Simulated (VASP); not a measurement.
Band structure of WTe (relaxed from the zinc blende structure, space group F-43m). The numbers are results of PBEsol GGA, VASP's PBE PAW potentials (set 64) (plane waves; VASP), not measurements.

Unless said otherwise, spin-orbit coupling is left out, though it shifts the bands of the heavy elements here.

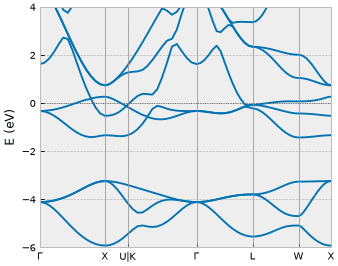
*Bands along high-symmetry lines, zero at the valence-band maximum or, without a gap, the Fermi level*

**Question.** Read the plot: is there a gap, and where are the band edges?

**Answer.** It has no gap at this level: it comes out as a metal or semimetal. (Edges off the drawn lines would not show.)

The structure was generated: WTe was put into the zinc blende type (F-43m), which need not be its known phase. It was relaxed first, which changed the volume by -34 %.
